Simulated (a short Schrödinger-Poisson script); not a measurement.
Structure: MOS inversion layer, Al2O3 on p-type Si(111), at 300 K.

| layer | material | thickness (nm) | Na (cm⁻³) |
|---|---|---|---|
| 1 | Al2O3 | 2.9 | - |
| 2 | Si | 410 | 5.5e17 |

The device is made up for the run: typed textbook-type constants, with dimensions and the other settings drawn at random. Al2O3: permittivity 9, conduction-band edge (eV) 2.7, gap (eV) 6.8, electron mass (mₑ) 0.3. Si: permittivity 11.7, conduction-band edge (eV) 0, gap (eV) 1.124, Nv at 300 K (cm⁻³) 3.1e19.

Channel valleys (confinement mass, in-plane density-of-states mass, number): Δ6 0.258, 0.358, 6. At the gate the conduction-band edge of layer 1 lies 3.03 eV − eVg above the Fermi level of the channel; the field vanishes at the back. Gaps are held at their typed values at every temperature. Mesh 0.03 nm at interfaces.

From a short Schrödinger-Poisson script (our own, NumPy): 1D Poisson equation in equilibrium, electrons quantum, Hartree (BenDaniel-Duke, 12 states a valley, the channel's in-plane mass for all, wave functions free to enter the dielectric), parabolic valleys, classical holes, full ionisation, no traps, pinning or gate leakage.

Only gate voltages with over 1e8 electrons/cm² are shown.

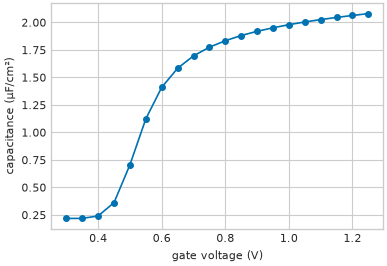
Fig. 1. Quasi-static capacitance against gate voltage

```
Vg (V)  electrons (cm⁻²)  C (μF/cm²)  Δ6 E0 (meV)  Δ6 E1 (meV)
------  ----------------  ----------  -----------  -----------
0.3               2.42e8       0.218        297.2        394.4
0.35              1.31e9       0.218        253.5        352.7
0.4               7.03e9       0.240        210.0        311.1
0.45             3.57e10       0.361        167.9        271.0
0.5              1.45e11       0.705        131.5        236.6
0.55             3.98e11        1.12        105.3        212.6
0.6              7.77e11        1.41         87.8        197.4
0.65             1.23e12        1.58         75.5        187.6
0.7              1.74e12        1.70         66.3        180.9
0.75             2.28e12        1.77         59.0        176.0
0.8              2.84e12        1.83         53.0        172.3
0.85             3.42e12        1.88         47.9        169.5
0.9              4.01e12        1.92         43.4        167.3
0.95             4.61e12        1.95         39.4        165.5
1                5.22e12        1.98         35.8        164.1
1.05             5.85e12        2.00         32.5        163.0
1.1              6.47e12        2.03         29.5        162.1
1.15             7.11e12        2.05         26.7        161.4
1.2              7.75e12        2.06         24.1        160.8
1.25             8.40e12        2.08         21.6        160.3
```

Subbands count from the Fermi level.
